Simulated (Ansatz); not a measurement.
# ClH4NSn: the cost of one run

Program: Ansatz 0.2.0. Level of theory: RHF/def2-SVP. These are calculated values, not measurements.

### Step 1. Starting point

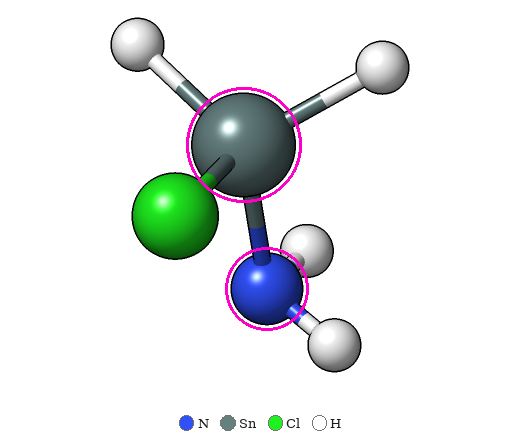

Start, viewed from a free direction; nitrogen blue, tin teal, chlorine green, hydrogen white. Ringed: N1, Sn2.

As a file:

```xyz
7

N    -1.1507   -0.0069   -0.6797
Sn    0.4697   -0.0118    0.5096
Cl    0.9696   -2.2429    1.0145
H    -1.2774    1.0481   -0.9574
H    -0.9486   -0.4761   -1.5878
H     0.1545    0.8909    1.9862
H     1.8441    0.7307   -0.3311
```

### Step 2. End point A

File input.yaml:

```yaml
crystal:
  periodic: [false, false, false]
  atoms:
    - { symbol: "N", position_ang: [-1.1507, -0.0069, -0.6797] }
    - { symbol: Sn, position_ang: [0.4697, -0.0118, 0.5096] }
    - { symbol: Cl, position_ang: [0.9696, -2.2429, 1.0145] }
    - { symbol: H, position_ang: [-1.2774, 1.0481, -0.9574] }
    - { symbol: H, position_ang: [-0.9486, -0.4761, -1.5878] }
    - { symbol: H, position_ang: [0.1545, 0.8909, 1.9862] }
    - { symbol: H, position_ang: [1.8441, 0.7307, -0.3311] }
basis:
  gaussian: { orbitals: def2-SVP }
hamiltonian:
  xc: hf
relax:
  f_tol: 0.015
  max_steps: 40
```

The run is started by

```console
$ ansatz run input.yaml --threads 1 --pin off --max-ram 2048MiB --backend cpu --events-out ev --progress --plain --runs-dir out
```

Q: Estimate wall time and peak memory on 1 thread of an Arm CPU, shared host.

About 36 s, with a peak of 0.15 GiB.
